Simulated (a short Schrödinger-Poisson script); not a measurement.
Structure: symmetric double-gate stack, SiO2 on p-type Ge(111), at 400 K.

| layer | material | thickness (nm) | Na (cm⁻³) |
|---|---|---|---|
| 1 | SiO2 | 1 | - |
| 2 | Ge | 5 | 1e18 |
| 3 | SiO2 | 1 | - |

Constants are typed, rounded textbook-type inputs, not results; the design itself was drawn at random and stands for no fabricated device. SiO2: permittivity 3.9, conduction-band edge (eV) 3.1, gap (eV) 9, electron mass (mₑ) 0.5. Ge: permittivity 16, conduction-band edge (eV) 0, gap (eV) 0.664, Nv at 300 K (cm⁻³) 6e18.

Channel valleys (confinement mass, in-plane density-of-states mass, number): L1 1.59, 0.08, 1; L3 0.09, 0.34, 3. At the gates, both at one voltage, the conduction-band edge of layer 1 lies 3.42 eV − eVg above the Fermi level of the channel. Gaps are held at their typed values at every temperature. Mesh 0.03 nm at interfaces.

Solved with a short Schrödinger-Poisson script written for these runs: 1D Poisson equation in equilibrium, electrons quantum, Hartree (BenDaniel-Duke, 12 states a valley, the channel's in-plane mass for all, wave functions ending at the dielectric), parabolic valleys, classical holes, full ionisation, no traps, pinning or gate leakage.

Only gate voltages with over 1e8 electrons/cm² are shown.

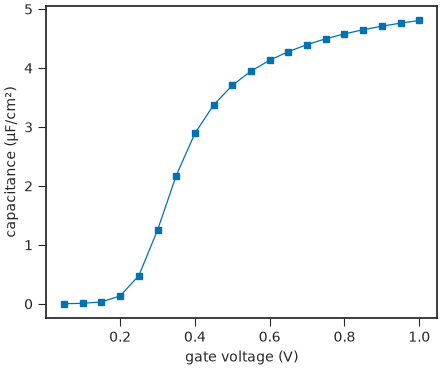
Fig. 1. Quasi-static capacitance against gate voltage

```
Vg (V)  electrons (cm⁻²)  C (μF/cm²)  L1 E0 (meV)  L1 E1 (meV)  L3 E0 (meV)  L3 E1 (meV)
------  ----------------  ----------  -----------  -----------  -----------  -----------
0.05              3.87e8     < 0.003        294.1        322.0        451.8        952.5
0.1               1.65e9     0.00785        244.2        272.0        401.8        902.6
0.15              7.00e9      0.0328        194.3        222.2        352.0        852.7
0.2              2.92e10       0.133        145.0        172.8        302.7        803.4
0.25             1.14e11       0.477         97.6        125.3        255.3        755.9
0.3              3.70e11        1.25         55.5         82.8        213.2        713.4
0.35             9.04e11        2.18         21.9         48.4        179.6        679.0
0.4              1.70e12        2.89         -3.9         21.6        153.9        652.2
0.45             2.68e12        3.37        -24.2          0.0        133.7        630.8
0.5              3.79e12        3.71        -40.9        -18.1        117.3        612.9
0.55             4.98e12        3.95        -55.1        -33.7        103.3        597.5
0.6              6.24e12        4.13        -67.5        -47.5         91.3        583.9
0.65             7.56e12        4.28        -78.5        -60.1         80.8        571.8
0.7              8.91e12        4.40        -88.5        -71.5         71.4        560.8
0.75             1.03e13        4.50        -97.7        -82.1         63.0        550.7
0.8              1.17e13        4.58       -106.2        -92.0         55.3        541.5
0.85             1.32e13        4.65       -114.2       -101.3         48.4        532.8
0.9              1.46e13        4.71       -121.7       -110.2         42.0        524.7
0.95             1.61e13        4.76       -129.0       -118.7         36.1        517.1
1                1.76e13        4.81       -136.1       -126.8         30.7        509.9
```

Subbands count from the Fermi level. The capacitance is that of both gates.

Only the L valleys are kept; under strong confinement the Δ valleys of Ge fill too.
